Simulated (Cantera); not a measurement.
Feed: 1 mol H2S, 0.0053 mol SO2, held at 0.00180 bar.

Equilibrium computed with Cantera from the NASA thermochemical tables; the gas is ideal and each condensed phase is pure. Candidate condensed phases: H2O, H2SO4, S; 19 gas species. Gases not in the tables: S3 to S7. Rates play no part.

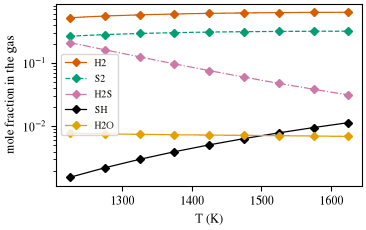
*Equilibrium gas composition (values under 1e-9 drawn at 1e-9)*

From 1225 K to 1625 K nothing is condensed.
